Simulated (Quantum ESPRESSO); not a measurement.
# Wannier-interpolated electron–phonon scattering in MgB2 (P6/mmm), part 3 of 3

How strongly do phonons scatter the electrons of MgB2 (P6/mmm), and how dense must the meshes be?

Quantum ESPRESSO 7.5; DFT PBE, scalar-relativistic, plane waves, PseudoDojo 0.4.1 norm-conserving pseudopotentials.

So far. Step 3 (Ground state): The Fermi level lies at 9.181 eV and the pressure is 6.7e-4 GPa. Step 4 (Phonons on the coarse mesh): The lowest mode off the zone centre lies at 220 cm⁻¹ and the highest of all solved modes at 782 cm⁻¹, so the solved wavevectors are stable. The acoustic modes at the centre lie within 64 cm⁻¹ of zero before the sum rule is imposed, a large miss that can shift other modes too.

## (7) Wannier functions and couplings

Projections Mg s, p and B s, p start 12 Wannier functions; states up to 5.0 eV over the Fermi level are frozen. Hamiltonian, force constants and couplings go to real space.

The input, epw1.in:

```
--
&inputepw
   prefix = 'x'
   outdir = './tmp'
   dvscf_dir = './save'
   elph = .true.
   etf_mem = 1
   nbndsub = 12
   bands_skipped = 'exclude_bands = 1-4'
   use_ws = .true.
   vme = 'wannier'
   asr_typ = 'crystal'
   nk1 = 9
   nk2 = 9
   nk3 = 6
   nq1 = 3
   nq2 = 3
   nq3 = 2
   amass(1) = 24.305
   amass(2) = 10.81
   epwwrite = .true.
   epwread = .false.
   wannierize = .true.
   num_iter = 200
   dis_win_max = 34.18
   dis_froz_max = 14.181
   proj(1) = 'Mg:s;p'
   proj(2) = 'B:s;p'
   wdata(1) = 'dis_num_iter = 600'
   wdata(2) = 'guiding_centres = .true.'
   wdata(3) = 'num_print_cycles = 50'
   wdata(4) = 'dis_mix_ratio = 0.7'
   band_plot = .true.
   filkf = 'path.dat'
   filqf = 'path.dat'
   fsthick = 100.0
   efermi_read = .true.
   fermi_energy = 9.1806
/
```

Run with:

```console
> OMP_NUM_THREADS=1 mpirun -n 8 epw.x -nk 8 -in epw1.in > epw1.out
```

The log of the run:

```text
[the first part of the log is left out]
     Number of WS vectors for phonons       55
     Number of WS vectors for electron-phonon       55
     Maximum number of cores for efficient parallelization      165
     Inside velocity step 1
     Velocity matrix elements calculated
     Writing Hamiltonian, Dynamical matrix and EP vertex in Wann rep to file
     ===================================================================
     Memory usage:  VmHWM =       270Mb
                   VmPeak =      1003Mb
     ===================================================================
     Using q-mesh file: path.dat
     WARNING: q-point weigths do not add up to 1 [loadqmesh_serial]
     Size of q point mesh for interpolation:         47
     Using k-mesh file: path.dat
     WARNING: k-point weigths do not add up to 1 [loadkmesh_para]
     Size of k point mesh for interpolation:         47
     Fermi energy coarse grid =   9.180554 eV
     ===================================================================
     Fermi energy is read from the input file: Ef =   9.180600 eV
     ===================================================================
     Skipping    4 occupied bands:
     The Fermi level will be determined with   8.00000 electrons
              ibndmin =     1  ebndmin =    -3.222 eV
              ibndmax =    12  ebndmax =    29.165 eV
     Number of ep-matrix elements per pool :         7776 ~=   60.75 Kb (@ 8 bytes/ DP)
     We only need to compute       47 q-points
     ===================================================================
     Memory usage:  VmHWM =       270Mb
                   VmPeak =      1003Mb
     ===================================================================
```

Elapsed: 9.2 min, on 8 MPI ranks of Intel Xeon Platinum 8223CL at 3.00GHz (Skylake/Cascade Lake), shared host.

Numbers from this step:

| Quantity | Value |
| --- | --- |
| r.m.s. error of the interpolated bands from 2 eV under to 1 eV over the Fermi level | 4.5 meV |
| largest error in that range | 16.2 meV |
| lowest interpolated frequency on the path | 0 cm⁻¹ |

Electronic bands along the path, in eV, zero at the Fermi level; # counts the bands kept:

| point | #1 | #2 | #3 | #4 | #5 | #6 | #7 |
| --- | --- | --- | --- | --- | --- | --- | --- |
| Γ | -12.40 | -2.97 | 0.43 | 0.43 | 1.62 | 6.44 | 6.44 |
| M | -8.48 | -7.79 | -2.12 | 0.23 | 3.10 | 4.02 | 5.31 |
| K | -7.21 | -7.21 | -5.82 | 1.82 | 1.82 | 6.18 | 6.18 |
| Γ | -12.40 | -2.97 | 0.43 | 0.43 | 1.62 | 6.44 | 6.44 |
| A | -11.13 | -7.41 | 0.79 | 0.79 | 6.79 | 6.79 | 8.09 |
| L | -7.53 | -6.90 | -3.50 | -1.84 | -1.23 | 5.84 | 8.90 |

The same for Wannier interpolation:

| point | #1 | #2 | #3 | #4 | #5 | #6 | #7 |
| --- | --- | --- | --- | --- | --- | --- | --- |
| Γ | -12.40 | -2.97 | 0.43 | 0.43 | 1.62 | 6.44 | 6.44 |
| M | -8.48 | -7.79 | -2.12 | 0.21 | 3.10 | 3.98 | 5.32 |
| K | -7.21 | -7.21 | -5.82 | 1.82 | 1.82 | 6.60 | 6.60 |
| Γ | -12.40 | -2.97 | 0.43 | 0.43 | 1.62 | 6.44 | 6.44 |
| A | -11.13 | -7.41 | 0.79 | 0.79 | 6.79 | 6.79 | 8.10 |
| L | -7.53 | -6.90 | -3.50 | -1.84 | -1.22 | 6.01 | 9.05 |

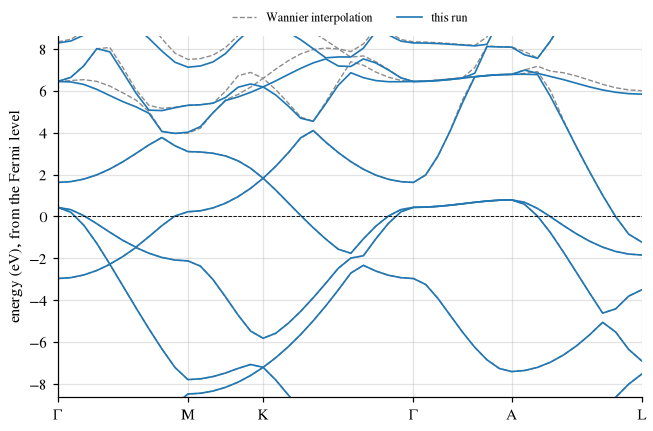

Electronic bands along the path; dashed: Wannier interpolation.

Phonon branches along the path, in cm⁻¹:

| point | branch 1 | branch 2 | branch 3 | branch 4 | branch 5 | branch 6 | branch 7 | branch 8 | branch 9 |
| --- | --- | --- | --- | --- | --- | --- | --- | --- | --- |
| Γ | 0 | 0 | 0 | 329 | 329 | 399 | 407 | 407 | 685 |
| M | 252 | 260 | 333 | 419 | 495 | 528 | 728 | 758 | 780 |
| K | 266 | 294 | 294 | 443 | 443 | 648 | 704 | 704 | 769 |
| Γ | 0 | 0 | 0 | 329 | 329 | 399 | 407 | 407 | 685 |
| A | 221 | 221 | 222 | 222 | 281 | 281 | 316 | 385 | 641 |
| L | 258 | 273 | 311 | 484 | 504 | 537 | 750 | 786 | 791 |

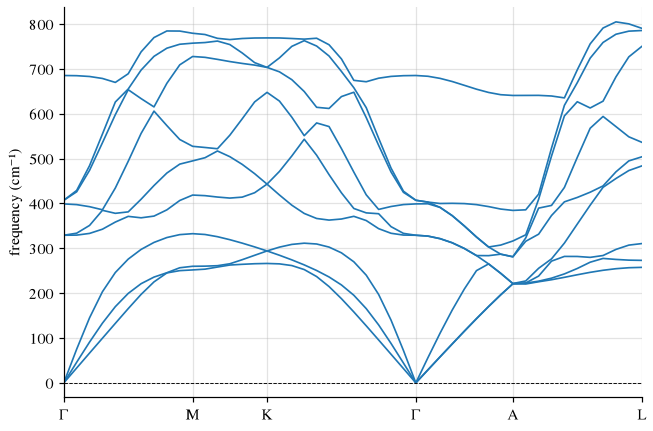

Phonon branches along the path.

Near the Fermi level the interpolated bands miss those of pw.x by 4 meV r.m.s. and 16 meV at most, each level matched to the nearest interpolated one; the r.m.s. value is under the 60 meV set for going on.

## (8) Coupling and Tc: fine k 16×16×12, q 8×8×6, width 0.15 eV, window 0.55 eV

The couplings are interpolated to a fine mesh near the Fermi level; their sum gives α²F and λ, and the linearised gap equation gives Tc.

The input, a2f-1.in:

```
--
&inputepw
   prefix = 'x'
   outdir = './tmp'
   dvscf_dir = './save'
   elph = .true.
   etf_mem = 1
   nbndsub = 12
   bands_skipped = 'exclude_bands = 1-4'
   use_ws = .true.
   vme = 'wannier'
   asr_typ = 'crystal'
   nk1 = 9
   nk2 = 9
   nk3 = 6
   nq1 = 3
   nq2 = 3
   nq3 = 2
   amass(1) = 24.305
   amass(2) = 10.81
   epwwrite = .false.
   epwread = .true.
   wannierize = .false.
   nkf1 = 16
   nkf2 = 16
   nkf3 = 12
   nqf1 = 8
   nqf2 = 8
   nqf3 = 6
   mp_mesh_k = .true.
   ephwrite = .true.
   eliashberg = .true.
   liso = .true.
   limag = .true.
   tc_linear = .true.
   tc_linear_solver = 'power'
   fsthick = 0.55
   degaussw = 0.15
   degaussq = 0.5
   nqstep = 500
   muc = 0.13
   wscut = 0.3
   nsiter = 500
   nstemp = 7
   temps = 0.5 1.0 2.0 4.0 8.0 16.0 32.0
/
```

Run with:

```console
> OMP_NUM_THREADS=1 mpirun -n 8 epw.x -nk 8 -in a2f-1.in > a2f-1.out
```

The log of the run:

```text
[banner, memory and clock lines left out]
``:oss/
                           `.+s+.     .+ys--yh+     `./ss+.
                          -sh//yy+`   +yy   +yy    -+h+-oyy
                          -yh- .oyy/.-sh.   .syo-.:sy-  /yh
                 `.-.`    `yh+   -oyyyo.     `/syys:    oys      `.`
               `/+ssys+-` `sh+      `                   oys`   .:osyo`
               -yh- ./syyooyo`                          .sys+/oyo--yh/
               `yy+    .-:-.                             `-/+/:`  -sh-
                /yh.                                              oys
          ``..---hho---------`   .---------..`      `.-----.`    -hd+---.
       `./osmNMMMMMMMMMMMMMMMs. +NNMMMMMMMMNNmh+.   yNMMMMMNm-  oNMMMMMNmo++:`
       +sy--/sdMMMhyyyyyyyNMMh- .oyNMMmyyyyyhNMMm+` -yMMMdyyo:` .oyyNMMNhs+syy`
       -yy/   /MMM+.`-+/``mMMy-   `mMMh:`````.dMMN:` `MMMy-`-dhhy```mMMy:``+hs
        -yy+` /MMMo:-mMM+`-oo/.    mMMh:     `dMMN/`  dMMm:`dMMMMy..MMMo-.+yo`
         .sys`/MMMMNNMMMs-         mMMmyooooymMMNo:   oMMM/sMMMMMM++MMN//oh:
          `sh+/MMMhyyMMMs- `-`     mMMMMMMMMMNmy+-`   -MMMhMMMsmMMmdMMd/yy+
    `-/+++oyy-/MMM+.`/hh/.`mNm:`   mMMd+/////:-.`      NMMMMMd/:NMMMMMy:/yyo/:.`
   +os+//:-..-oMMMo:--:::-/MMMo. .-mMMd+---`           hMMMMN+. oMMMMMo. `-+osyso:`
   syo     `mNMMMMMNNNNNNNNMMMo.oNNMMMMMNNNN:`         +MMMMs:`  dMMMN/`     ``:syo
   /yh`     :syyyyyyyyyyyyyyyy+.`+syyyyyyyyo:`         .oyys:`   .oyys:`        +yh
   -yh-        ````````````````    `````````              ``        ``          oys
   -+h/------------------------::::::::://////++++++++++++++++++++++///////::::/yd:
   shdddddddddddddddddddddddddddddhhhhhhhhyyyyyssssssssssssssssyyyyyyyhhhhhhhddddh`
 Lee, H., Poncé, S., Bushick, K., Hajinazar, S., Lafuente-Bartolome, J.,Leveillee, J.,
    Lian, C., Lihm, J., Macheda, F., Mori, H., Paudyal, H., Sio, W., Tiwari, S.,
 Zacharias, M., Zhang, X., Bonini, N., Kioupakis, E., Margine, E.R., and Giustino F.,
                                                     npj Comput Mater 9, 156 (2023)
     Program EPW v.6.0
 %%%%%%%%%%%%%%%%%%%%%%%%%%%%%%%%%%%%%%%%%%%%%%%%%%%%%%%%%%%%%%%%%%%%%%%%%%%%%%
     Error in routine readin (1):
      degaussw too close to fsthick
 %%%%%%%%%%%%%%%%%%%%%%%%%%%%%%%%%%%%%%%%%%%%%%%%%%%%%%%%%%%%%%%%%%%%%%%%%%%%%%
     stopping ...
MPI_ABORT was invoked on rank 0 in communicator MPI_COMM_WORLD
  Proc: [[60062,1],0]
  Errorcode: 1
You may or may not see output from other processes, depending on
exactly when Open MPI kills them.
prterun has exited due to process rank 0 with PID 0 on node (host) calling
"abort". This may have caused other processes in the application to be
terminated by signals sent by prterun (as reported here).
```

Elapsed: 0.67 s, on 8 MPI ranks.

The input was rejected at the start.

The program's message: “Error in routine readin (1): degaussw too close to fsthick”

## (9) Resistivity: fine k 20×20×14, q 10×10×7, adaptive width, window 0.32 eV

The Boltzmann equation is solved by iteration on a fine mesh; only states within the window around the Fermi level enter.

The input, bte-1.in:

```
--
&inputepw
   prefix = 'x'
   outdir = './tmp'
   dvscf_dir = './save'
   elph = .true.
   etf_mem = 1
   nbndsub = 12
   bands_skipped = 'exclude_bands = 1-4'
   use_ws = .true.
   vme = 'wannier'
   asr_typ = 'crystal'
   nk1 = 9
   nk2 = 9
   nk3 = 6
   nq1 = 3
   nq2 = 3
   nq3 = 2
   amass(1) = 24.305
   amass(2) = 10.81
   epwwrite = .false.
   epwread = .true.
   wannierize = .false.
   nkf1 = 20
   nkf2 = 20
   nkf3 = 14
   nqf1 = 10
   nqf2 = 10
   nqf3 = 7
   mp_mesh_k = .true.
   scattering = .true.
   iterative_bte = .true.
   epmatkqread = .false.
   assume_metal = .true.
   int_mob = .false.
   carrier = .false.
   ngaussw = -99
   mob_maxiter = 200
   broyden_beta = 0.7
   fsthick = 0.32
   degaussw = 0.0
   nstemp = 6
   temps = 150 200 273 300 400 500
   restart = .false.
   selecqread = .false.
/
```

Run with:

```console
> OMP_NUM_THREADS=1 mpirun -n 8 epw.x -nk 8 -in bte-1.in > bte-1.out
```

The log of the run:

```text
[the first part of the log is left out]
     =============================================================================================
     Start solving iterative Boltzmann Transport Equation
     =============================================================================================
     Iteration number:         1
     =============================================================================================
       Temp     Fermi        DOS        Population SR                 Conductivity
        [K]      [eV]    [states/Ry] [carriers per cell]               [Ohm.cm]^-1
     =============================================================================================
      150.000   9.2167   0.17953E+02   0.41078E-14    0.807992E+05   -0.793475E-11    0.000000E+00
                                       0.00000E+00   -0.100428E-10    0.807992E+05    0.000000E+00
                                       0.00000E+00    0.000000E+00    0.102294E-15    0.142732E+06
      200.000   9.2160   0.17368E+02   0.57732E-14    0.836215E+05   -0.839303E-11    0.000000E+00
                                       0.17764E-14   -0.971548E-11    0.836215E+05    0.000000E+00
                                       0.00000E+00    0.000000E+00    0.000000E+00    0.116319E+06
      273.000   9.2151   0.13680E+02   0.30531E-14    0.827092E+05   -0.828173E-11    0.000000E+00
                                       0.88818E-15   -0.846504E-11    0.827092E+05    0.000000E+00
                                       0.00000E+00    0.000000E+00    0.000000E+00    0.952878E+05
      300.000   9.2147   0.11550E+02  -0.33029E-14    0.806423E+05   -0.855342E-11    0.000000E+00
                                       0.88818E-15   -0.886603E-11    0.806423E+05    0.000000E+00
                                       0.00000E+00    0.000000E+00    0.000000E+00    0.895110E+05
      400.000   9.2134   0.44950E+01   0.11380E-14    0.694857E+05   -0.786928E-11    0.000000E+00
                                       0.44409E-15   -0.725715E-11    0.694857E+05    0.000000E+00
                                       0.00000E+00    0.000000E+00    0.000000E+00    0.724059E+05
      500.000   9.2122   0.15665E+01   0.31641E-14    0.579740E+05   -0.589869E-11    0.000000E+00
                                       0.00000E+00   -0.580048E-11    0.579739E+05    0.000000E+00
                                       0.00000E+00    0.000000E+00    0.000000E+00    0.597475E+05
                                                      0.142732E+06    Max error
     [...]
     Iteration number:        16
     =============================================================================================
       Temp     Fermi        DOS        Population SR                 Conductivity
        [K]      [eV]    [states/Ry] [carriers per cell]               [Ohm.cm]^-1
     =============================================================================================
      150.000   9.2167   0.17953E+02  -0.36637E-14    0.819862E+05   -0.949289E-11    0.000000E+00
                                       0.00000E+00   -0.102261E-10    0.819862E+05    0.000000E+00
                                       0.00000E+00    0.000000E+00    0.102294E-15    0.142790E+06
      200.000   9.2160   0.17368E+02   0.26645E-14    0.849202E+05   -0.841921E-11    0.000000E+00
                                      -0.17764E-14   -0.923757E-11    0.849202E+05    0.000000E+00
                                       0.00000E+00    0.000000E+00    0.000000E+00    0.116370E+06
      273.000   9.2151   0.13680E+02   0.17764E-14    0.841317E+05   -0.931613E-11    0.000000E+00
                                       0.88818E-15   -0.905426E-11    0.841317E+05    0.000000E+00
                                       0.00000E+00    0.000000E+00    0.000000E+00    0.953452E+05
      300.000   9.2147   0.11550E+02   0.86042E-15    0.820945E+05   -0.844213E-11    0.000000E+00
                                       0.88818E-15   -0.815243E-11    0.820945E+05    0.000000E+00
                                       0.00000E+00    0.000000E+00    0.000000E+00    0.895731E+05
      400.000   9.2134   0.44950E+01   0.58287E-15    0.708615E+05   -0.720478E-11    0.000000E+00
                                       0.44409E-15   -0.760413E-11    0.708615E+05    0.000000E+00
                                       0.00000E+00    0.000000E+00    0.000000E+00    0.724886E+05
      500.000   9.2122   0.15665E+01  -0.23315E-14    0.591899E+05   -0.668431E-11    0.000000E+00
                                       0.00000E+00   -0.580703E-11    0.591899E+05    0.000000E+00
                                       0.00000E+00    0.000000E+00    0.000000E+00    0.598475E+05
                                                      0.435597E-06    Max error
```

Elapsed: 7.5 min, on 8 MPI ranks; 60 min of CPU time.

Numbers from this step:

- iterations: 16
- resistivity at 300 K: 11.84 μΩ cm

Resistivity, by row:

| T (K) | rho_xx (μΩ cm) | rho_yy | rho_zz | relaxation-time approximation, mean of the axes (μΩ cm) |
| --- | --- | --- | --- | --- |
| 150 | 12.2 | 12.2 | 7.003 | 10.39 |
| 200 | 11.78 | 11.78 | 8.593 | 10.73 |
| 273 | 11.89 | 11.89 | 10.49 | 11.53 |
| 300 | 12.18 | 12.18 | 11.16 | 11.98 |
| 400 | 14.11 | 14.11 | 13.8 | 14.24 |
| 500 | 16.89 | 16.89 | 16.71 | 17.16 |

ρ(300 K) = 11.8 μΩ cm, mean of the axes; the relaxation-time start gave 12.0. One mesh does not show convergence. The largest adaptive width printed is 0.68 eV, against a window of 0.32 eV outside which no state is counted.

## (10) Coupling and Tc, input with a fault, fine q mesh 10×10×8, fine mesh 10×10×8

A variant of the settings follows.

The input, bad.in:

```
--
&inputepw
   prefix = 'x'
   outdir = './tmp'
   dvscf_dir = './save'
   elph = .true.
   etf_mem = 1
   nbndsub = 12
   bands_skipped = 'exclude_bands = 1-4'
   use_ws = .true.
   vme = 'wannier'
   asr_typ = 'crystal'
   nk1 = 9
   nk2 = 9
   nk3 = 6
   nq1 = 3
   nq2 = 3
   nq3 = 2
   amass(1) = 24.305
   amass(2) = 10.81
   epwwrite = .false.
   epwread = .true.
   wannierize = .false.
   nkf1 = 10
   nkf2 = 10
   nkf3 = 8
   nqf1 = 10
   nqf2 = 10
   nqf3 = 8
   mp_mesh_k = .true.
   ephwrite = .true.
   eliashberg = .true.
   liso = .true.
   limag = .true.
   tc_linear = .true.
   tc_linear_solver = 'power'
   fsthick = 0.4
   degaussw = 0.01
   degaussq = 0.5
   nqstep = 500
   muc = 0.13
   wscut = 0.3
   nsiter = 500
   nstemp = 7
   temps = 0.5 1.0 2.0 4.0 8.0 16.0 32.0
/
```

Run with:

```console
> OMP_NUM_THREADS=1 mpirun -n 8 epw.x -nk 8 -in bad.in > bad.out
```

The log of the run:

```text
[the first part of the log is left out]
            Electron smearing (eV) =    0.100000000000000D-01
                 Fermi window (eV) =    0.400000000000000D+00
     Finish writing .ephmat files
     ===================================================================
     Memory usage:  VmHWM =        90Mb
                   VmPeak =       827Mb
     ===================================================================
     Finish writing dos file x.dos
     Finish writing phdos files x.phdos and x.phdos_proj
     ===================================================================
     Solve isotropic Eliashberg equations
     ===================================================================
     Finish reading freq file
                  Fermi level (eV) =     9.2398343812E+00
     DOS(states/spin/eV/Unit Cell) =     8.8324075200E-01
            Electron smearing (eV) =     1.0000000000E-02
                 Fermi window (eV) =     4.0000000000E-01
     Nr irreducible k-points within the Fermi shell =        18 out of        70
           2 bands within the Fermi window
     Finish reading egnv file
     Max nr of q-points =       184
     Finish reading ikmap files
     Start reading .ephmat files
     Finish reading .ephmat files
     a2f file is not found to estimate initial gap: calculating a2f files
     Finish reading a2f file
     Electron-phonon coupling strength =    0.7070128
     Estimated Tc using McMillan expression =  20.6857 K for muc =   0.1300
     Estimated Tc using Allen-Dynes modified McMillan expression =  21.3530 K
     Estimated Tc using SISSO machine learning model =  20.9453 K
     Estimated w_log =  64.9887 meV
     Estimated BCS superconducting gap using McMillan Tc =   3.1373 meV
     WARNING WARNING WARNING
     The code may crash since tempsmax =   32.000 K is larger than McMillan Tc =    20.686 K
     Start: Solving (isotropic) linearized Eliashberg equation with solver = power
     For the first Temp.    0.50  K
       Total number of frequency points nsiw(     1) =   1108
       Cutoff frequency wscut =     0.3001
     Superconducting transition temp. Tc is the one which has Max. eigenvalue close to 1
      -----------------------------------------------------------------
             Temp.       Max.         nsiw     wscut    Nr. of iters
             (K)       eigenvalue    (itemp)   (eV)      to Converge
      -----------------------------------------------------------------
             0.50      3.2337624     1108      0.3001        8
             1.00      2.8381878      554      0.3002        8
             2.00      2.4438359      277      0.3005        9
             4.00      2.0510276      139      0.3021        9
             8.00      1.6613601       69      0.3010       11
            16.00      1.2741835       35      0.3075       13
            32.00      0.8947263       17      0.3032       23
      -----------------------------------------------------------------
     Finish: Solving (isotropic) linearized Eliashberg equation
```

It took 7.9 min on 8 MPI ranks.

Numbers from this step:

```yaml
coupling_constant_lambda: 0.7070
log_mean_phonon_energy_omega_log: 64.99 meV
density_of_states_at_the_fermi_level: 0.8832 states/eV a spin and cell
fermi_level_on_the_fine_mesh: 9.240 eV
```

This input has a delta width far below the mesh spacing, and its λ = 0.707 is no result.

## (11) Results

```json
{
  "Wannier functions, band error": "12 functions; 4 meV r.m.s.",
  "resistivity at 300 K, 20×20×14": "11.8 μΩ cm, unsound"
}
```

**Reading.** Step 7: Of the bands kept, 3 cross the Fermi level on this path. Step 7: On this path the spectrum ends at 805 cm⁻¹ (between A and L). Step 7: No branch goes imaginary on this path. On the finest meshes run, MgB2 (P6/mmm) has an unconverged phonon-limited resistivity of 11.8 μΩ cm at 300 K. The resistivity rests on one fine mesh, a coarse one, and its convergence is untested: it is no result for this metal. On the finest mesh the adaptive width still reaches 0.68 eV against a window of 0.32 eV; the window, which cuts off final states, was not widened. No coupling constant was obtained: no sound run of that kind finished. Between 150 and 500 K the resistivity rises by a factor of 1.61, against 3.33 for a straight line through the origin; phonon scattering should fall faster than that line on cooling, so the temperature dependence is not converged. At 300 K the components are 12.2, 12.2 and 11.2 μΩ cm (xx, yy, zz); the mean is quoted. Under gradient-corrected functionals ph.x can misplace modes where the density is low; no frozen-phonon run checks them. The acoustic sum rule was missed by far before it was imposed. The q mesh of ph.x (3×3×2), the k mesh and smearing of the ground state (9×9×6) and EPW's coarse k mesh (9×9×6) were not varied. Only scattering by harmonic phonons counts; impurities, grain boundaries and thermal expansion are left out.

[The logs of pw.x and epw.x are selected lines.]

[Logs are printed without paths, hosts, clocks, repeated set-up lines and the standing remarks that a program may print on its own settings, such as how far it seeks lower states.]

[Hosts, paths, dates, database ids (printed as entryN), source tags and the programs' standing remarks are cut or masked in the printed files.]
